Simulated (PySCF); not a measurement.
Vertical excitations of a molecule C4H7NSi from TDA-B3LYP/def2-SVPD run with PySCF 2.14.0, as energy in eV (oscillator strength): 5.79 (0.494), 6.01 (0.016), 6.18 (0.001), 6.75 (0.007), 6.88 (0.003), 7.04 (0.005), 7.07 (0.027), 7.23 (0.029), 7.28 (0.020), 7.43 (0.056). Lowest triplet (TDA): 3.41 eV. Geometry optimised at PBE-D3(BJ)/def2-SVP. Other conformers were not sampled.

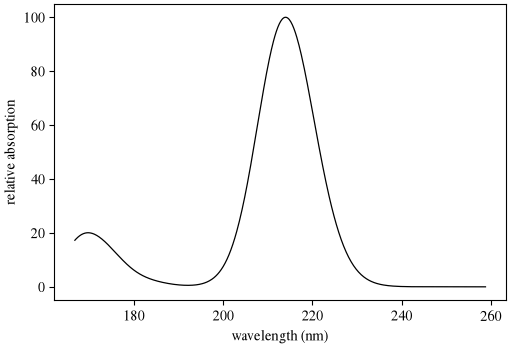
*The lines broadened by 0.4 eV.*

Q: Identify the compound among the candidates.
(A) CC1=C[SiH2]N=C1
(B) N#C/C=C\C[SiH3]
(C) C#CC/C=N/[SiH3]
(D) CC1=CN=C[SiH2]1

A: B, N#C/C=C\C[SiH3]
